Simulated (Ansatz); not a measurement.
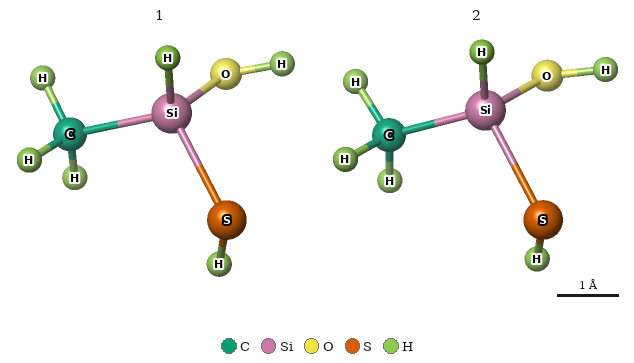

Two geometries of CH₆OSSi (coarse preliminary run), drawn at one scale. One is the start of a relaxation, the other its converged end. The picture is a ball-and-stick view, seen face on.

Method: RKS PBE-D4/def2-SVP (Ansatz 0.2.0). (force threshold 0.03 eV/Å; at most 200 steps)

Question: Which one is relaxed?

Answer: Structure 1 is the relaxed one. The start comes from a force field. An H atom moves most after the best rigid fit: 0.20 Å. By element the largest moves are H 0.20 Å, O 0.13 Å, S 0.13 Å, Si 0.08 Å, C 0.06 Å. Near-neighbour distances that change, for instance: C–Si 1.777 → 1.871 Å, H–Si 1.436 → 1.506 Å, H–S 1.296 → 1.364 Å, O–Si 1.633 → 1.682 Å. Bond angles that change, for instance: C–Si–O 113.3° → 105.3°, O–Si–S 104.7° → 112.6°, S–Si–H 109.0° → 102.0°. The energy falls by 9.55 kcal/mol in 6 geometry steps. Largest force component: 2.6 eV/Å at the start, 0.015 eV/Å at the end.
